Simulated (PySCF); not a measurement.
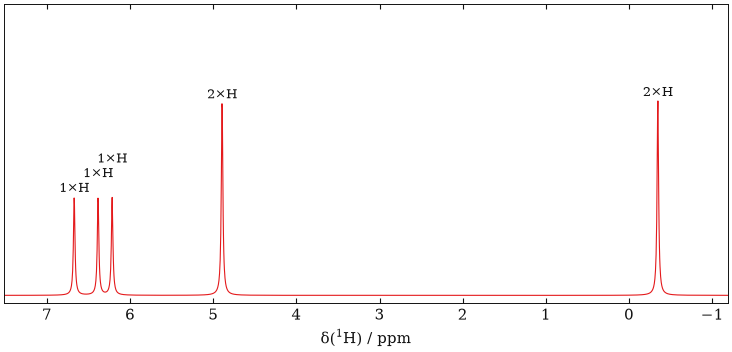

GIAO shifts, CAM-B3LYP/pcSseg-2, PySCF 2.14.0, at a PBE0-D3(BJ)/def2-SVP geometry (no frequency check), against TMS for ¹H computed at the same level. Gas phase, fully decoupled, line heights follow the number of nuclei, widths are arbitrary (no quadrupolar broadening); values of one conformer, averaged over nuclei that symmetry, rotation about single bonds or inversion at nitrogen exchange, these motions taken as fast; other conformers aren't averaged in. Protons on N, O or S are those of the isolated molecule, without hydrogen bonds to neighbours or exchange.

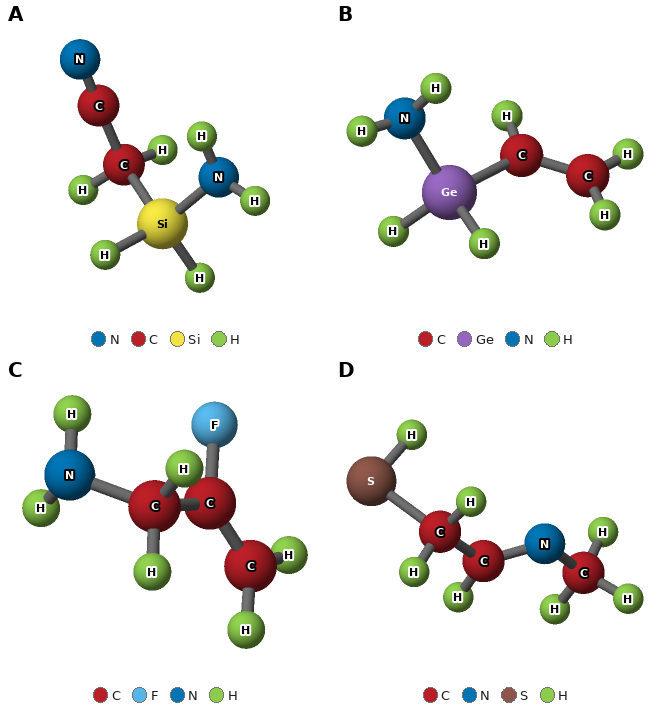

> Which structure fits the spectrum? Choose among the lettered structures.

Structure B, C₂H₇GeN, SMILES C=[CH][GeH2][NH2], singlet. Its ¹H signals: 6.67 (1 H), 6.39 (1 H), 6.22 (1 H), 4.89 (2 H), −0.35 (2 H) ppm.

Known limits of this run: relativity, spin-orbit coupling included, is left out, which matters for Ge nuclei and their neighbours.
